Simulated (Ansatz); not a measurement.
## Loss of H2: C4H7N → C4H5N + H2

Species: C4H7N (butyronitrile) `CCCC#N`, singlet; C4H5N (3-butenenitrile) `C=CCC#N`, singlet; H2 (hydrogen), singlet. 

Shapes, held fixed at every level: PBE0-D4/def2-TZVP. Flexible molecules stand in one conformer, not always the lowest. Programs: Ansatz 0.2.0. Electronic energies: no zero-point or thermal term.

```json
{"level": "r2SCAN-D4/def2-TZVPP", "kind": "meta-GGA", "ΔE (kJ/mol)": "+167.3", "less CCSD(T)/CBS estimate": "+6.2", "CPU time (sum over the molecules)": "33 s"}
{"level": "B3LYP-D4/def2-TZVPP", "kind": "global hybrid", "ΔE (kJ/mol)": "+155.4", "less CCSD(T)/CBS estimate": "-5.7", "CPU time (sum over the molecules)": "29 s"}
{"level": "wB97M-V/def2-TZVPP", "kind": "range-separated hybrid", "ΔE (kJ/mol)": "+165.6", "less CCSD(T)/CBS estimate": "+4.5", "CPU time (sum over the molecules)": "71 s"}
{"level": "B2PLYP/def2-TZVPP", "kind": "double hybrid", "ΔE (kJ/mol)": "+158.3", "less CCSD(T)/CBS estimate": "-2.8", "CPU time (sum over the molecules)": "38 s"}
{"level": "MP2/def2-TZVPP", "kind": "perturbation theory", "ΔE (kJ/mol)": "+166.0", "less CCSD(T)/CBS estimate": "+4.9", "CPU time (sum over the molecules)": "–"}
{"level": "CCSD(T)/def2-TZVPP", "kind": "coupled cluster or CI", "ΔE (kJ/mol)": "+161.4", "less CCSD(T)/CBS estimate": "+0.3", "CPU time (sum over the molecules)": "16 min"}
{"level": "CCSD/def2-TZVPP", "kind": "coupled cluster or CI", "ΔE (kJ/mol)": "+165.7", "less CCSD(T)/CBS estimate": "+4.6", "CPU time (sum over the molecules)": "–"}
{"level": "CCSD(T)/CBS estimate", "kind": "coupled cluster or CI", "ΔE (kJ/mol)": "+161.1", "less CCSD(T)/CBS estimate": "0.0", "CPU time (sum over the molecules)": "19 min"}
```

The highest level, CCSD(T)/CBS estimate, gives ΔE = +161.1 kJ/mol; the levels span +155.4 to +167.3. The column of differences is taken from that level and isn't an error. No measured value is set beside it here. The CBS estimate extrapolates MP2 from def2-TZVPP and def2-QZVPP and adds CCSD(T) − MP2 in the triple-zeta set, cores frozen; for H2 it overshoots the exact energy by about 1 mEh. Times are processor times on shared x86 and Arm servers, and rough.

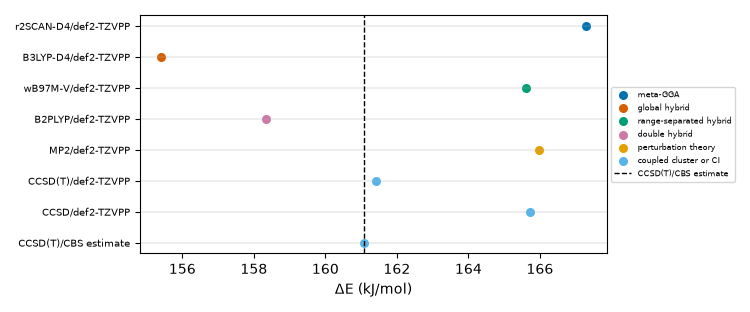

The values of the table, level by level.
